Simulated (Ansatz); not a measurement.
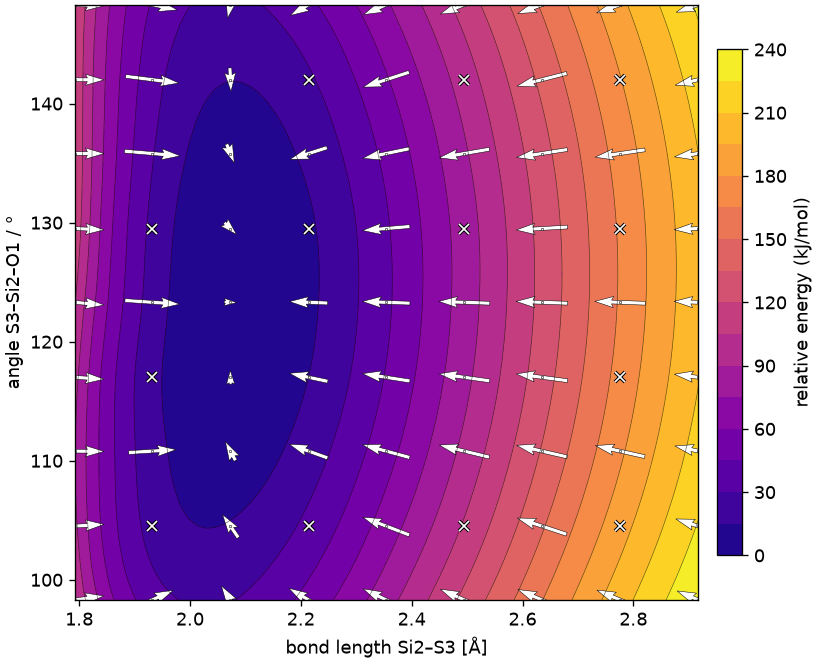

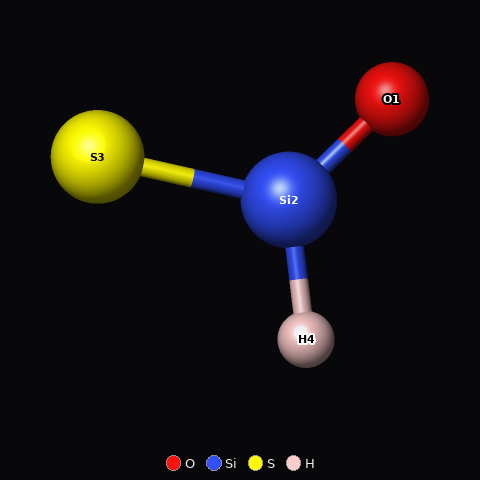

Energy landscape of HOSSi, SMILES [O][SiH]=S, spin multiplicity 2. Coordinates scanned: (1) bond length Si2–S3; (2) angle S3–Si2–O1. Nothing is relaxed (all other coordinates rigid). Grid: 9 × 9 points. At 13 points there is no value. Points are written as (first, second). Energies are in kJ/mol, from the relaxed molecule at the same level. All numbers below come from UKS r2SCAN0-D4/def2-SVP in Ansatz.

The picture shows filled contours, crosses at grid points without a value, dots at the grid points, arrows along the force (downhill), their lengths compressed. Between grid points the surface is interpolated. The second picture is the structure at the lowest point.

### Where are the wells?

The lowest grid point is at (2.073 Å, 123.3°), 0.09 kJ/mol from the relaxed molecule at the same level. It is the only kind of minimum in the scanned range. The highest grid point, (2.917 Å, 98.3°), lies 238 kJ/mol above the lowest. Round the minimum the valley is somewhat tilted: raising bond length Si2–S3 shifts the best value of angle S3–Si2–O1 upwards (coupling k₁₂/√(k₁₁k₂₂) about −0.2).

Each point was launched as `ansatz run input.yaml --threads 1 --pin off --max-ram 2560MiB --backend cpu --events-out ev --progress --plain --runs-dir out`. Time for the 68 points that were run: 14 min on 1 thread of Intel(R) Xeon(R) Platinum 8259CL CPU @ 2.50GHz (Skylake/Cascade Lake), with other jobs on the host.
